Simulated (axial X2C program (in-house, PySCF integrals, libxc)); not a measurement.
**SbBr⁻: properties at the nuclei**

Aim: properties at the nuclei of SbBr⁻, with spin–orbit coupling in the Hamiltonian from the start.

Method: two-component X2C with atomic mean-field terms, Sb dyall-acv3z, Br dyall-acv3z; program: an in-house X2C program for linear molecules on PySCF integrals.

All values are calculated.

## 1. Input

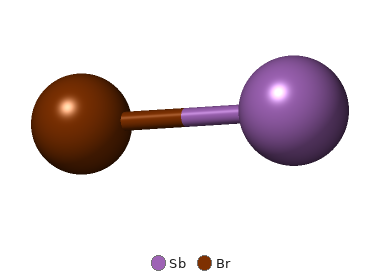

The two atoms at 2.540 Å (antimony purple, bromine brown).

task.json

```json
{
 "zs": [
  51,
  35
 ],
 "q": -1,
 "bas": [
  "dyall-acv3z",
  "dyall-acv3z"
 ],
 "r0": 2.54,
 "levels": [
  "PBE0",
  "HF",
  "PBE50",
  "BP86",
  "LDA"
 ],
 "nst": 3
}
```

Keys: zs atomic numbers; q charge; bas basis sets; r0 starting distance in Å; levels methods (HF also brings MP2); nst determinants followed.

The run is started by

```
$ python soeom.py task.json out
```

The runs that follow: Expectation values, lowest determinant; Expectation values, a higher determinant; Expectation values, a higher determinant.

What does the calculation give? Wanted: lowest determinant; Eeff magnitude; Ws magnitude Sb; A∥/gI Sb; qzz Sb; higher determinant (for each run or level that gives them).

As calculated:

| quantity | value |
| --- | --- |
| lowest determinant | Ω = 3/2 (excess of +ω over −ω: ω = 3/2) |
| Eeff magnitude (GV/cm), PBE0 | 2.04 |
| Ws magnitude Sb (kHz), PBE0 | 0.747 |
| A∥/gI Sb (MHz), PBE0 | 337 |
| qzz Sb (a.u.), PBE0 | 8.27 |
| higher determinant | Ω = 1/2 (excess of +ω over −ω: ω = 1/2) |
| Eeff magnitude (GV/cm), PBE0, higher determinant | 1.83 |
| Ws magnitude Sb (kHz), PBE0, higher determinant | 2.01 |
| A∥/gI Sb (MHz), PBE0, higher determinant | 3010 |
| qzz Sb (a.u.), PBE0, higher determinant | 7.89 |
| higher determinant | Ω = 1/2 (excess of +ω over −ω: 2 × ω = -1/2, ω = 3/2) |
| Eeff magnitude (GV/cm), PBE0, higher determinant | 7.49 |
| Ws magnitude Sb (kHz), PBE0, higher determinant | 11.7 |
| A∥/gI Sb (MHz), PBE0, higher determinant | -3420 |
| qzz Sb (a.u.), PBE0, higher determinant | -0.52 |

In words: In the first state, the effective field runs from 1.18 to 12 GV/cm over the mean-field levels, so the levels don't agree on it. The expectation values come from single determinants, which for open shells can mix terms of unlike spin or miss the lowest Ω, so a determinant need not be a state. Eeff is the effective electric field on the electron dipole moment in this Ω state and Ws the scalar–pseudoscalar constant (defined with the proton number Z and per Ω); A∥ is the parallel hyperfine constant, which follows by multiplying with the nuclear g factor gI = μI/(I μN); qzz is the electric field gradient, eQq0 = 234.96 MHz × Q/barn × qzz. The operators were transformed with the bare-nucleus X2C matrices.
